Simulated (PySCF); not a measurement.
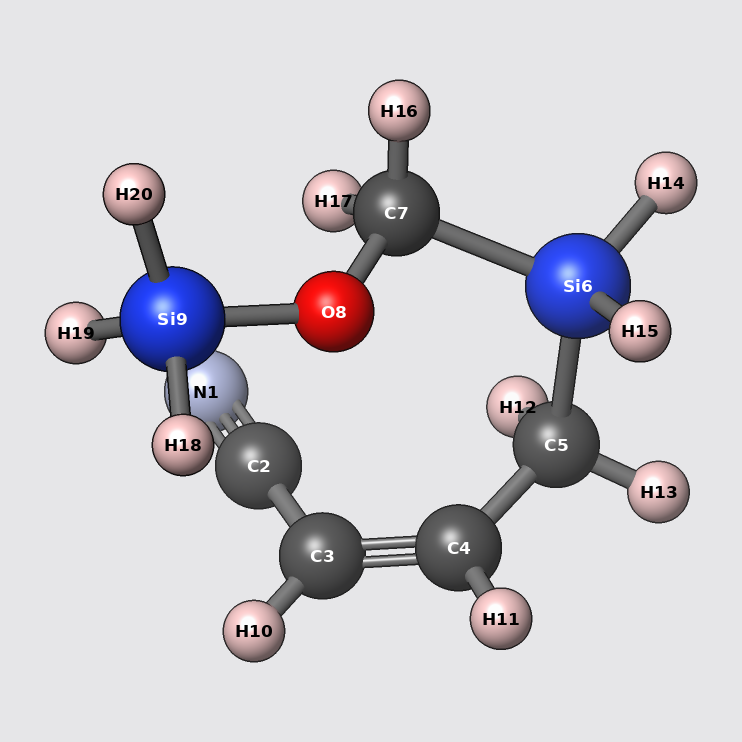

Computed geometry: GFN2-xTB optimisation. No frequency run is at hand to confirm it as a minimum. Electric field gradients from the ground-state density, PBE0/pcSseg-1 (PySCF 2.14.0), non-relativistic apart from any core potentials.

Give the largest field-gradient component, the quadrupole coupling constant and the asymmetry for 14N at N1 (Q = 20.44 mb), 17O at O8 (Q = −25.6 mb), 2H at H10 (Q = 2.86 mb), 2H at H11 (Q = 2.86 mb).

```json
{"atom": "N1", "V_zz (a.u.)": "−0.945", "e²qQ/h (MHz)": "−4.54", "η": "0.12"}
{"atom": "O8", "V_zz (a.u.)": "1.778", "e²qQ/h (MHz)": "−10.70", "η": "0.39"}
{"atom": "H10", "V_zz (a.u.)": "0.325", "e²qQ/h (MHz)": "0.219", "η": "0.10"}
{"atom": "H11", "V_zz (a.u.)": "0.321", "e²qQ/h (MHz)": "0.216", "η": "0.05"}
```

The geometry is semi-empirical. Around Si such bond lengths and angles can be off by a tenth of an ångström or more and by several degrees, and values that hang on the shape move with them.
